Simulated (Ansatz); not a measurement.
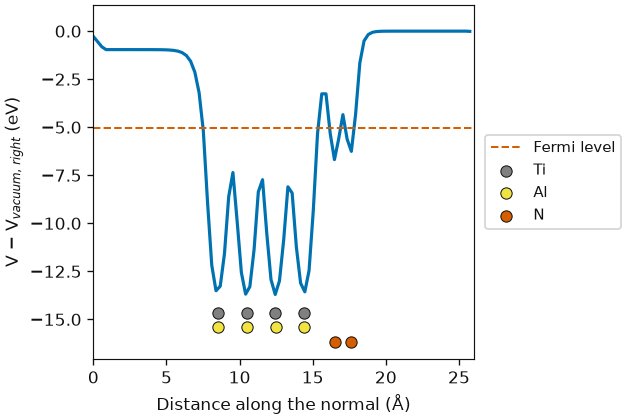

Plane-averaged electrostatic potential energy of an electron across the slab; circles at the bottom mark the heights of the atoms (positions after relaxation).

System: a (110) slab cut from TiAl (P4/mmm), of composition Ti2Al2N (not the bulk's), ended by TiAl planes, 10 atoms in the cell. Starting structure of the relaxation:

```yaml
crystal:
  lattice:
    - [3.95295, 0.00000, 0.00000]
    - [0.00000, 4.03874, 0.00000]
    - [0.00000, 0.00000, 26.02943]
  atoms:
    - { symbol: Ti, position: [0.50000, 0.00000, 0.32655] }
    - { symbol: Al, position: [0.00000, 0.50000, 0.32655] }
    - { symbol: Ti, position: [0.00000, 0.00000, 0.40249] }
    - { symbol: Al, position: [0.50000, 0.50000, 0.40249] }
    - { symbol: Ti, position: [0.50000, 0.00000, 0.47782] }
    - { symbol: Al, position: [0.00000, 0.50000, 0.47936] }
    - { symbol: Ti, position: [0.00000, 0.00000, 0.55121] }
    - { symbol: Al, position: [0.50000, 0.50000, 0.55360] }
    - { symbol: N, position: [0.00000, 0.00000, 0.64811] }
    - { symbol: N, position: [0.00000, 0.00000, 0.69037] }
```

Ansatz 0.2.0; DFT PBEsol, scalar-relativistic, plane waves, PAW, no spin polarisation, 7×7×1 k mesh.

What is the work function?

The work function is 5.05 eV at the right face and 4.09 eV at the left.

How thick are slab and vacuum?

The outermost atoms are 9.1 Å apart, which leaves 16.9 Å of vacuum in a cell 26.0 Å high.

Do the two faces differ, and what does that say about the slab's dipole?

The vacuum level is 0.96 eV higher at the right than at the left, so the slab carries a dipole along its normal; the ramp in the vacuum, at or near the edge of the plot, is the dipole correction that keeps each side flat. Some atoms were held fixed in the relaxation, which can itself make the faces differ.
